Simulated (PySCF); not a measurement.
## Electronic structure of C5H9ClOSi (SMILES C[SiH2]/C=C(/Cl)C(C)=O) in real space

Input

```
{"job": {"kind": "uv", "xc": "CAM-B3LYP", "basis": "def2-SVPD", "nstates": 8, "ntriplets": 3}, "charge": 0, "multiplicity": 1}
C     -2.521536     0.061342     0.240446
Si    -1.389279    -0.537348    -1.161599
C      0.114854    -1.464838    -0.465841
C      1.135512    -0.828051     0.099242
Cl     2.527356    -1.662045     0.736435
C      1.121062     0.638736     0.197597
C      2.315838     1.324865     0.782494
O      0.145122     1.242626    -0.202218
H     -2.052363     0.825486     0.848628
H     -3.431353     0.479878    -0.176458
H     -2.804677    -0.763410     0.888478
H     -1.035260     0.421654    -2.202855
H     -2.120098    -1.635009    -1.837458
H      0.142638    -2.540779    -0.537417
H      2.487638     0.964934     1.795173
H      3.199025     1.083788     0.193386
H      2.158520     2.400202     0.792058
```

Launched as:

```sh
OMP_NUM_THREADS=1 python probes_run.py task.json out
```

Geometry: GFN2-xTB.

Method: CAM-B3LYP/def2-SVPD, SCF density, gas phase (PySCF).

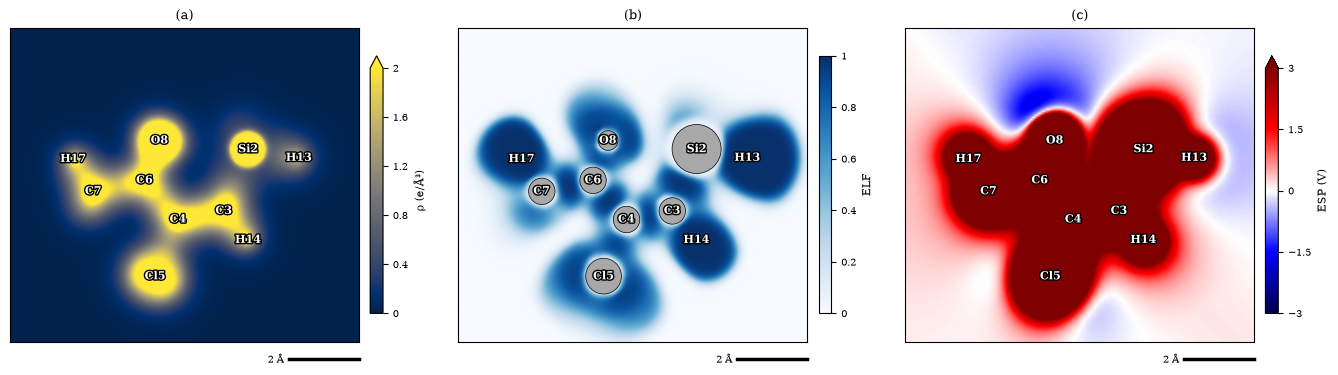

Figure 1. (a) total electron density; (b) electron localisation function; (c) molecular electrostatic potential on the plane of atoms Si2, C3 and C4. Grey discs cover the atomic cores in the ELF map.

Q: Describe what can be read from this map.

A:
- The plane passes through Si, C, Cl, O and H nuclei.
- C–O (1.22 Å): ρ at the midpoint is about 3.3 e/Å³; the ELF peaks at about 0.85 between the atoms (a short, multiple covalent bond).
- C–C (1.33 Å): the density is about 2.3 e/Å³ at the midpoint; the ELF peaks at about 0.95 between the atoms (a multiple bond).
- C–Cl (1.74 Å): the density is about 1.4 e/Å³ at the midpoint; the ELF peaks at about 0.90 between the atoms; localised, covalent bonding.
- C–Si (1.90 Å): the density is about 0.92 e/Å³ at the midpoint; the ELF peaks at about 1 between the atoms (a covalent bond).
- C–H (1.08 Å): the density is about 2 e/Å³ at the midpoint; the ELF climbs to about 1 towards the hydrogen, as it does in any bond to H; a covalent bond by its length.
- The ELF also peaks beside Cl5 and O8, away from the bonds: lone-pair regions.
- Outside the dense part of the molecule the potential is most negative (−1.6 V) near O8.

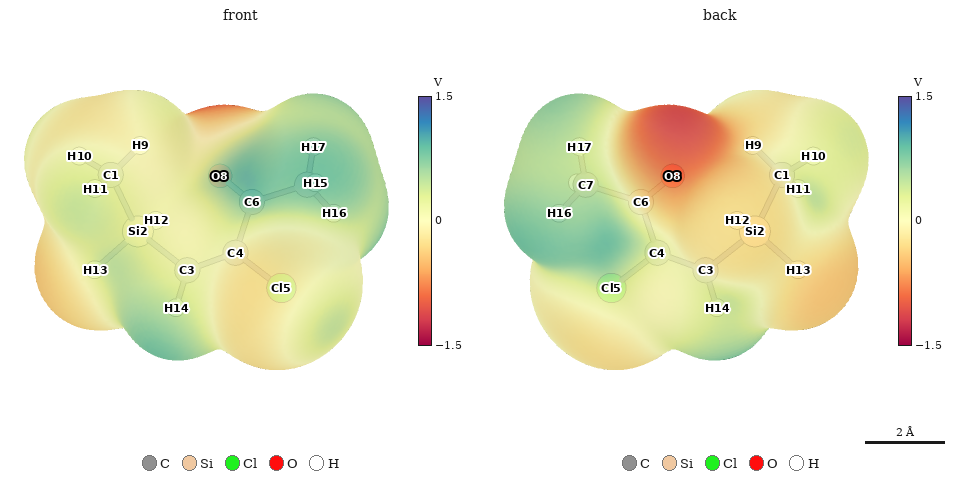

Figure 2. The molecular electrostatic potential painted on the density surface at 0.001 e/bohr³, seen from the front and from behind; the colour scale runs from red (negative) to blue (positive).

Q: Which sites attract a positive test charge, and which a negative one?

A: A positive charge is drawn to the negative regions and a negative charge to the positive ones. The most negative region (about −1.1 V) lies over O8, the most positive (about +0.9 V) over C6, C7, H15 and H16. Cl5 shows a σ-hole: about +0.5 V at the tip opposite its bond, against about 0.0 V on its flanks. O8 is the likeliest acceptor of a hydrogen bond.
